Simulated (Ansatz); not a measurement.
## Quasiparticle gap of SiBPC (zincblende [110] superlattice)

How far does one-shot GW move the PBEsol gap of SiBPC (zincblende [110] superlattice)?

Program: Ansatz 0.2.0. Level of theory: PBEsol, then G0W0 on it, plane waves, PAW. Results are calculated unless marked as measured.

### Step 1. The structure

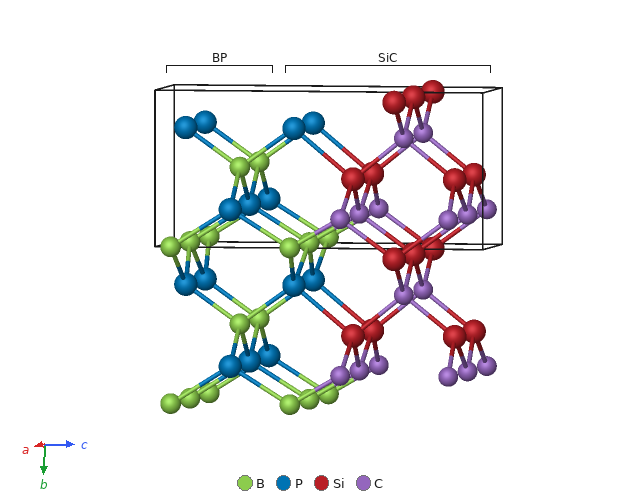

The starting structure, seen from the side, with the c axis across the page (boron green, phosphorus blue, silicon red, carbon purple). 2×2×1 cells are drawn. Some periodic images of atoms are drawn too.

The cell holds 12 atoms: 3 B, 3 P, 3 Si and 3 C. Its edges and angles: a = 3.143 Å, b = 4.463 Å, c = 9.472 Å, α = 90.0°, β = 90.0°, γ = 90.0°. It derives from BP. Regions: BP, 6 atoms (3 B and 3 P); SiC, 6 atoms (3 Si and 3 C). The structure's axis is c.

Structure file:

```cif
data_structure
_symmetry_space_group_name_H-M 'P 1'
_symmetry_Int_Tables_number 1
_cell_length_a 3.1428
_cell_length_b 4.4629
_cell_length_c 9.4718
_cell_angle_alpha 90.000
_cell_angle_beta 90.000
_cell_angle_gamma 90.000
_cell_volume 132.85
loop_
_atom_site_label
_atom_site_type_symbol
_atom_site_fract_x
_atom_site_fract_y
_atom_site_fract_z
_atom_site_occupancy
B1 B 0.00000 0.96396 0.07500 1
P2 P 0.50000 0.21952 0.09190 1
B3 B 0.50000 0.46874 0.25674 1
P4 P 0.00000 0.72308 0.25674 1
B5 B 0.00000 0.96396 0.43848 1
P6 P 0.50000 0.21951 0.42158 1
Si7 Si 0.50000 0.53942 0.60172 1
C8 C 0.00000 0.77757 0.59187 1
Si9 Si 0.00000 0.03101 0.75674 1
C10 C 0.50000 0.27621 0.75674 1
Si11 Si 0.50000 0.53942 0.91177 1
C12 C 0.00000 0.77758 0.92161 1
```

The structure was relaxed with PBEsol. The runs that relaxed it are not among those shown.

The logs state that the PAW files were generated under PBE.

### Step 2. Bands along the symmetry lines

Levels along a band path and on the mesh show where this functional puts the band edges.

This step: DFT, PBEsol, plane waves, PAW; PAW set soft_1.

The input, input.yaml:

```yaml
crystal:
  lattice:
    - [3.1428477341, 0.0, 0.0]
    - [0.0, 4.46291058, -4.0025e-06]
    - [0.0, -8.494e-06, 9.4718150791]
  atoms:
    - { symbol: B, position: [0.0, -0.036036101, 0.0750007368] }
    - { symbol: P, position: [0.5, 0.2195155889, 0.0919024307] }
    - { symbol: B, position: [0.5, 0.4687442765, 0.2567424291] }
    - { symbol: P, position: [0.0, 0.7230823171, 0.256741677] }
    - { symbol: B, position: [0.0, -0.0360365633, 0.438482964] }
    - { symbol: P, position: [0.5, 0.219513831, 0.4215810337] }
    - { symbol: Si, position: [0.5, 0.5394212677, 0.6017167028] }
    - { symbol: C, position: [0.0, 0.7775747446, 0.5918701205] }
    - { symbol: Si, position: [0.0, 0.031013596, 0.7567420143] }
    - { symbol: C, position: [0.5, 0.2762113356, 0.7567415249] }
    - { symbol: Si, position: [0.5, 0.5394206929, 0.9117669664] }
    - { symbol: C, position: [0.0, 0.777575014, 0.9216135296] }
kpoints:
  mp_grid: { grid: [8, 6, 4] }
  band_path:
    path:
      - [0.0, 0.0, 0.0]
      - [-0.5, 0.0, 0.0]
      - [-0.5, 0.0, 0.5]
      - [0.0, 0.0, 0.5]
      - [0.0, 0.0, 0.0]
      - [0.0, -0.5, 0.5]
      - [-0.5, -0.5, 0.5]
      - [-0.5, 0.0, 0.0]
      - [-0.5, -0.5, 0.0]
      - [0.0, -0.5, 0.0]
      - [0.0, 0.0, 0.0]
    npoints: 10
hamiltonian:
  xc: pbesol
  pseudopotentials: { kind: paw, azcp: { folder: soft_1 }, xc_functional: pbe }
scf:
  occupations: { method: fermi_dirac, width: 0.02 }
  n_extra_bands: 8
output:
  eigenvalues: true
  write_density: true
  write_potential: true
  elf: true
  volumetric_format: npy
```

Run with:

```
$ ansatz run input.yaml --threads 4 --pin off --max-ram 17510MiB --backend cpu --events-out ev --progress --plain --runs-dir out
```

Numbers of over 12 decimals in the logs are rounded to 6 here.

The program printed:

```text
Warning: the atoms were moved onto the symmetric positions of the space group found under crystal.symmetry.tolerance 1.0e-5 (fractional; no operation is sought that the atoms, as they stand in a round, miss by more than twice it, and no atom is moved by as much as it), and the run uses the moved positions. Before a round's move an operation carried an atom to 1.11e-5 Å from where it should land, the largest such dist [...]
scf.n_extra_bands = 8 over 24 filled bands (N_el = 48.0): the run solves 32 bands
Engine: ansatz 0.2.0, aarch64-unknown-linux-gnu
Pseudopotentials: kind: paw
Pseudopotential: B, paw, valence charge 3, recommended cutoff 420 eV (normal), soft_1/B.paw.azcp
Pseudopotential: P, paw, valence charge 5, recommended cutoff 420 eV (normal), soft_1/P.paw.azcp
Pseudopotential: Si, paw, valence charge 4, recommended cutoff 420 eV (normal), soft_1/Si.paw.azcp
Pseudopotential: C, paw, valence charge 4, recommended cutoff 420 eV (normal), soft_1/C.paw.azcp
Functional definition: PBEsol
  exchange = pbesol_x
  correlation = pbesol_c
Crystal: 12 atoms, lattice volume = 132.854 Å³
Basis set: ecut = 420 eV, 2615 PW (Γ)
Bands: 32, of which v1, the nominal top of the filled ones, is band 24 counted from 1 (23 counted from 0)
Symmetry: 4 space group operations
Space group: Pmm2 (ITA 25), of the structure as read, at distance tolerance 5.1e-5 Å
k-points: 60 of 192 (time reversal used)
Non-local potential: B, projectors of the file, l = 0: 2, l = 1: 2, l = 2: 1
Non-local potential: P, projectors of the file, l = 0: 2, l = 1: 2, l = 2: 1
Non-local potential: Si, projectors of the file, l = 0: 2, l = 1: 2, l = 2: 1
Non-local potential: C, projectors of the file, l = 0: 2, l = 1: 2, l = 2: 1
PAW form: soft (Blöchl's): semilocal exchange-correlation on the pseudo side does not see the compensation charge
PAW frozen core: B, regenerated for the run's functional, and the local potential with it (the file was generated under x = pbe(κ = 0.804, μ = 0.219515), c = pbe(β = 0.066725))
PAW frozen core: P, regenerated for the run's functional, and the local potential with it (the file was generated under x = pbe(κ = 0.804, μ = 0.219515), c = pbe(β = 0.066725))
PAW frozen core: Si, regenerated for the run's functional, and the local potential with it (the file was generated under x = pbe(κ = 0.804, μ = 0.219515), c = pbe(β = 0.066725))
PAW frozen core: C, regenerated for the run's functional, and the local potential with it (the file was generated under x = pbe(κ = 0.804, μ = 0.219515), c = pbe(β = 0.066725))
PAW one-centre angular grid: B, 110 points (default); XC on 64 Gauss nodes
PAW one-centre angular grid: P, 110 points (default); XC on 64 Gauss nodes
PAW one-centre angular grid: Si, 110 points (default); XC on 64 Gauss nodes
PAW one-centre angular grid: C, 110 points (default); XC on 64 Gauss nodes
Initial density: superposition of atomic densities (chi_scale 0.1, normalization cell, long waves kept (reshape's long-wave potential 0.31 eV rms))
Initial wavefunctions: pseudopotential atomic-orbital guess
Functional: x = pbesol(κ = 0.804, μ = 0.123457), c = pbesol(β = 0.046)
SCF iter   1: F=—  HF=-5291.481846 eV  |F-HF|=—  |Δ(HF+E_count)|=         —  Δρ=1.04e-1  dr2=1.78e1  ethr=3.10e-3  ⟨swp⟩=8.8  Hψ=11292  notcnv=0
preconditioner: auto → Resta (q_TF=auto, 2.303 Å⁻¹)  ε∞=5.2  [insulator: Δε(μ)=1.796 eV  Ē_g=10.862 eV  σ=0.020 eV  W_gap=1.00  n_scr=22 (ndim 8)  ℏωp=22.3 eV  f_vac=0.000  D(μ)=0.00/eV (n_scr^D=0)  ε∞_Penn≈5.2]
SCF iter   2: F=—  HF=-5286.570764 eV  |F-HF|=—  |Δ(HF+E_count)|=    4.91e0  Δρ=4.27e-2  dr2=2.47e0  ethr=3.10e-3  ⟨swp⟩=3.2  Hψ=4485  notcnv=0  defer=168
SCF iter   3: F=—  HF=-5285.831037 eV  |F-HF|=—  |Δ(HF+E_count)|=   7.40e-1  Δρ=1.30e-2  dr2=1.97e-1  ethr=3.10e-3  ⟨swp⟩=3.0  Hψ=3342  notcnv=0  defer=168
SCF iter   4: F=—  HF=-5285.789421 eV  |F-HF|=—  |Δ(HF+E_count)|=   4.16e-2  Δρ=2.08e-3  dr2=5.18e-3  ethr=4.11e-4  ⟨swp⟩=3.3  Hψ=3980  notcnv=0  defer=162
SCF iter   5: F=—  HF=-5285.790902 eV  |F-HF|=—  |Δ(HF+E_count)|=   1.48e-3  Δρ=6.13e-4  dr2=3.66e-4  ethr=1.08e-5  ⟨swp⟩=3.1  Hψ=3459  notcnv=0  defer=162
SCF iter   6: F=—  HF=-5285.791152 eV  |F-HF|=—  |Δ(HF+E_count)|=   2.50e-4  Δρ=9.92e-5  dr2=1.47e-5  ethr=7.62e-7  ⟨swp⟩=2.4  Hψ=3114  notcnv=0  defer=162
SCF iter   7: F=—  HF=-5285.791150 eV  |F-HF|=—  |Δ(HF+E_count)|=   1.70e-6  Δρ=2.96e-5  dr2=1.29e-6  ethr=3.07e-8  ⟨swp⟩=2.0  Hψ=3182  notcnv=0  defer=162
SCF iter   8: F=-5285.791150 eV  HF=-5285.791150 eV  |F-HF|=6.18e-9  |Δ(HF+E_count)|=   8.86e-8  Δρ=5.87e-6  dr2=4.66e-8  ethr=2.08e-10  ⟨swp⟩=12.3  Hψ=10168  notcnv=0
SCF 1 converged in 8 iterations: F = -5285.791150 eV  dr2 = 4.66e-8
  greatest PAW one-centre occupation: 0.769 electrons in one spin orbital (limit 2), on the P atom at site 1 (counted from 0), in its partial waves of l = 0
NSCF: frozen V_eff on 101 k-points
SCF converged after 8 iterations
Free energy (F): -5285.791150 eV
Harris-Foulkes:  -5285.791150 eV  (|F-HF|=6.18e-9)
Internal energy: -5285.791150 eV  (E = F + TS)
E sigma→0 (E₀):  -5285.791150 eV
Entropy (-TS):   -0.000000 eV (-0.000 meV/atom)
Fermi energy:    10.043004 eV
--- Per-component energies (eV) ---
  E_band       = 146.713167
  E_kinetic    = 757.000906
  E_local      = -482.973638  (includes V_loc(G=0)·N_el)
  E_nonlocal   = 257.121903
  E_hartree    = 150.885117
  E_xc         = -631.347767
  E_vxc        = -627.582688  (∫ρ·V_xc dr)
  E_paw        = -3635.975772  (= ΣΔE_a)
  E_vpaw       = -58.623609  (= ΣTr[D̂ρ^β])
  E_aug_tail   = 0.000175  (compensation charges beyond the density's cutoff)
  E_ewald      = -1700.842478
  E_core_change = 0.340405  (= ΣΔE_core)
  E_smearing   = -0.000000  (= −TS)
  E_closure    = -0.000000  (closes the sum)
  Σ components = -5285.791150   (vs F -5285.791150, Δ=0.00e0)
--- Band table (eV; the first three rows and the last of 60) ---
  k-point 0: bands = [... 20 lower, 8.9707, 9.4877, 9.5534, 9.7660, 10.3926, 11.5975, 12.5216, 12.6522, ... 4 higher]
  k-point 1: bands = [... 20 lower, 8.9983, 9.0086, 9.3668, 9.7892, 10.7397, 11.7591, 12.2433, 13.2796, ... 4 higher]
  k-point 2: bands = [... 20 lower, 8.4276, 9.0190, 9.0899, 9.8115, 11.0327, 11.6327, 12.8570, 13.4553, ... 4 higher]
  k-point 59: bands = [... 20 lower, 7.1237, 7.3755, 7.4149, 7.7036, 13.2018, 13.3860, 13.8106, 14.1123, ... 4 higher]
```

It took 16 s on 4 threads of Arm Neoverse V1, shared host; peak memory 0.59 GiB.

The column dr2 measures how far the density is from self-consistency, as an energy; F and HF (Harris–Foulkes) agree once it is small.

Numbers from this step:

```yaml
filled_bands: 24
gap: 0.4518 eV
valence_top_at: B
conduction_bottom_at: D
least_direct_gap: 0.6266 eV
```

Over mesh and path the gap is 0.452 eV, from k = (0.000, 0.000, 0.500) to k = (-0.500, 0.000, 0.500). The least direct gap found is 0.627 eV, at k = Γ. The program's warnings for this run: structure snapped to symmetry.

The electronic bands at the labelled points (eV, zero at the top of the highest nominally filled band):

```csv
point,band 21,band 22,band 23,band 24,band 25,band 26,band 27,band 28
Γ,-0.84,-0.32,-0.26,-0.05,0.58,1.79,2.71,2.84
Z,-4.09,-4.02,-2.36,-1.68,1.04,1.15,2.10,2.27
D,-3.63,-3.36,-3.17,-3.14,0.45,0.81,1.56,1.59
B,-1.38,-0.79,-0.72,0.00,1.22,1.82,3.05,3.64
Γ,-0.84,-0.32,-0.26,-0.05,0.58,1.79,2.71,2.84
A,-1.89,-1.77,-1.56,-1.40,2.89,2.98,3.20,3.50
E,-2.69,-2.44,-2.40,-2.11,3.39,3.57,4.00,4.30
Z,-4.09,-4.02,-2.36,-1.68,1.04,1.15,2.10,2.27
C2,-2.26,-2.01,-1.67,-1.50,3.12,3.27,3.89,4.36
Y2,-2.01,-1.70,-1.66,-1.36,1.94,2.44,3.48,3.71
Γ,-0.84,-0.32,-0.26,-0.05,0.58,1.79,2.71,2.84
```

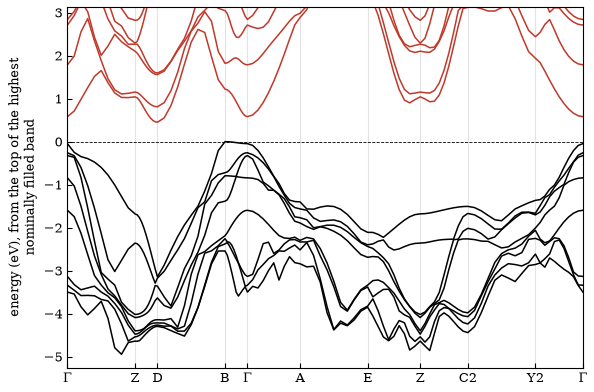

Electronic bands along the path; lines of filled and empty bands in two colours.

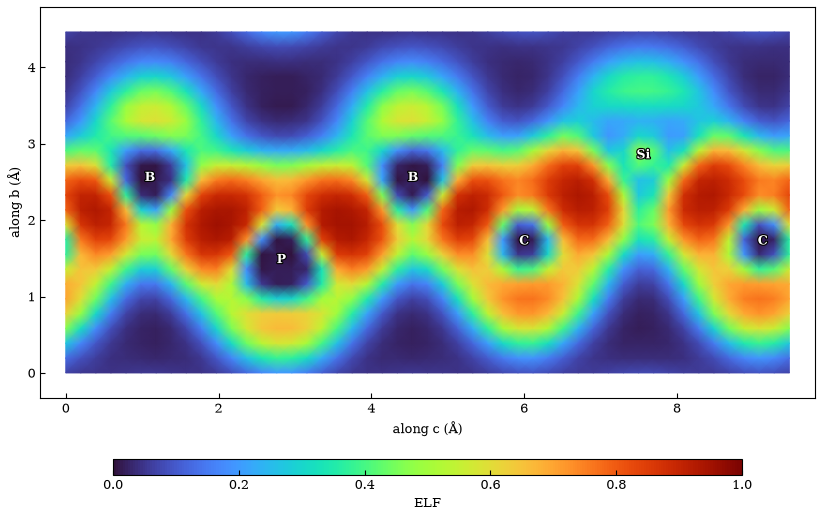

ELF in the cb plane at fractional x = 0.000, with atoms of B and P and C and Si within 0.2 Å of it. It is the smooth field of the valence electrons, not physical close to the nuclei. The map starts off the cell's origin, so that atoms lie inside it.

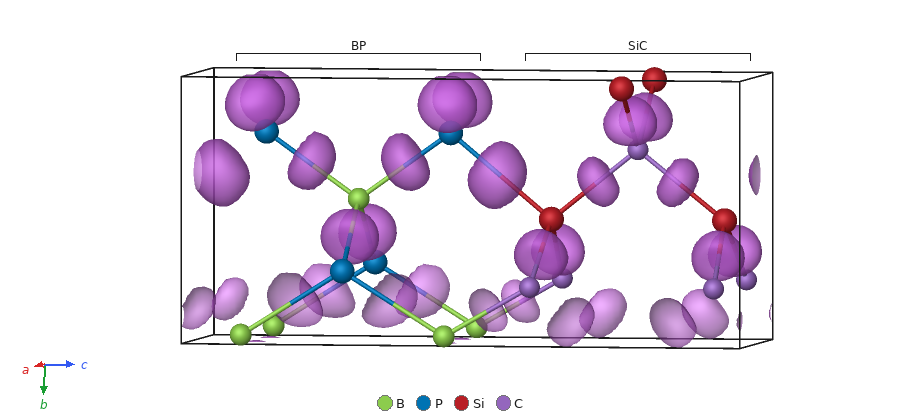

Surface of ELF = 0.85.

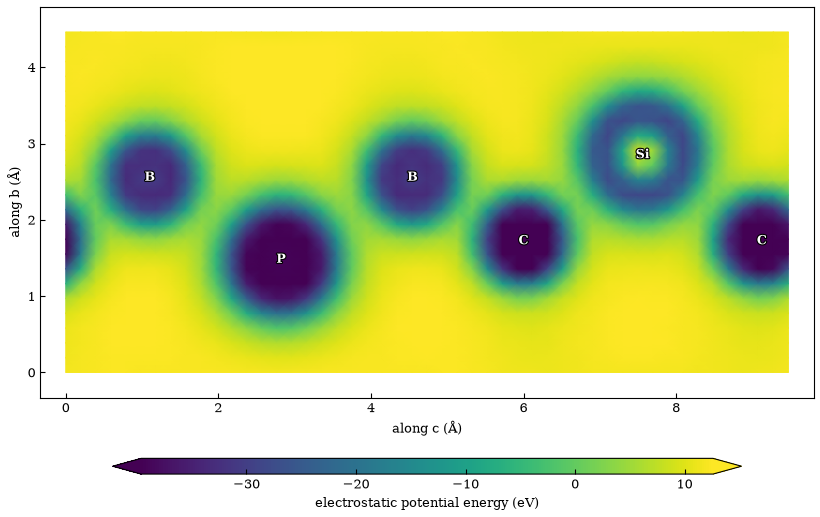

Electrostatic potential energy in the cb plane at fractional x = 0.000, with atoms of B and P and C and Si within 0.2 Å of it. With pseudopotentials it is smooth inside the atoms' cores, unlike the true potential. The map starts off the cell's origin, so that atoms lie inside it.

(Part 1 of 2 ends here.)

[Paths, hosts, dates, memory and timing lines, banners, echoed tables and standing remarks are left out of the program output.]

[Logs are printed without paths, hosts, clocks, repeated set-up lines and the standing remarks that a program may print on its own settings, such as how far it seeks lower states.]

[Runs of the session that timed out or met a known fault of the program may be left out.]

[Cells called generated may have been cut or substituted from an entry of the Crystallography Open Database or the Materials Project.]

[Hosts, paths, dates, database ids (printed as entryN), source tags and the programs' standing remarks are cut or masked in the printed files.]

[Where an RPA ε∞ is given, it is that of the G0W0 mesh and is not shown converged in it. Names of k-points follow the symmetry that the program found, which can be lower than the space group named. Band edges on a path are those of the sampled points; other points can move an edge, and change direct to indirect where valleys lie close.]

[Hybrid gaps are those of their k-mesh and are not shown converged in it.]
